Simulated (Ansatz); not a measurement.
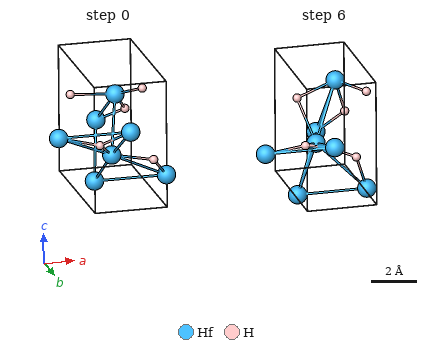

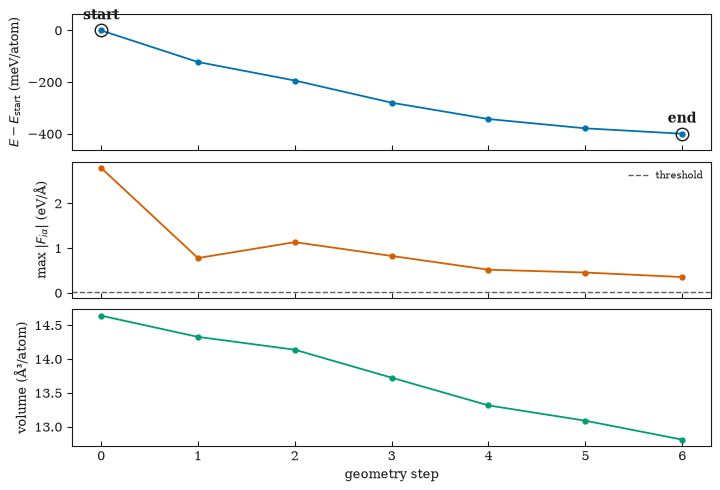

First and last geometry of a relaxation of solid HfH (a generated structure, set up in P1) (coarse preliminary run), with the history of the run. A ball-and-stick model of the cell of the calculation, seen from a free direction.

Computed with DFT PBE, scalar-relativistic, plane waves, PAW in Ansatz. (plane-wave cutoff 420 eV; k-point mesh 6 × 4 × 4; occupations gaussian; smearing width 0.2 eV; no spin polarisation; cell and atoms relaxed; force threshold 0.025 eV/Å; at most 60 steps)

### Read the history and describe the run.

The run was cut off at its time limit before the relaxation converged, so the last structure is only a point on the way. The largest move relative to the cell is that of a Hf atom, 0.80 Å along [−1 0 −1]. By element the largest moves are Hf 0.80 Å, H 0.54 Å. Cell: a 3.371 → 3.254 Å (−3.5 %), b 5.738 → 5.362 Å (−6.5 %), c 6.060 → 5.875 Å (−3.0 %), α 90.7° → 91.2°, β 90.5° → 90.2°, γ 88.3° → 89.7°. Volume −12.5 %. Among the contacts that change: Hf–Hf 4.522 → 3.175 Å, Hf–Hf 4.463 → 3.247 Å, Hf–Hf 4.351 → 3.220 Å, H–Hf 3.347 → 2.223 Å. New bonds form: Hf–Hf (4.11 → 3.17 Å), Hf–Hf (4.35 → 3.22 Å), Hf–Hf (4.46 → 3.25 Å), Hf–Hf (4.52 → 3.18 Å). Bond angles that change, for instance: Hf–H–Hf 127.7° → 112.2°, Hf–H–Hf 126.3° → 111.8°, Hf–H–Hf 130.8° → 122.5°. The space group stays P1 (No. 1). The energy falls by 399 meV per atom in 6 geometry steps. The largest force component goes from 2.8 to 0.36 eV/Å. The pressure goes from 1.12 to −0.55 GPa. Cost: 7.2 min on 1 thread of Arm Neoverse V1, on a shared host, peak memory 0.53 GiB.
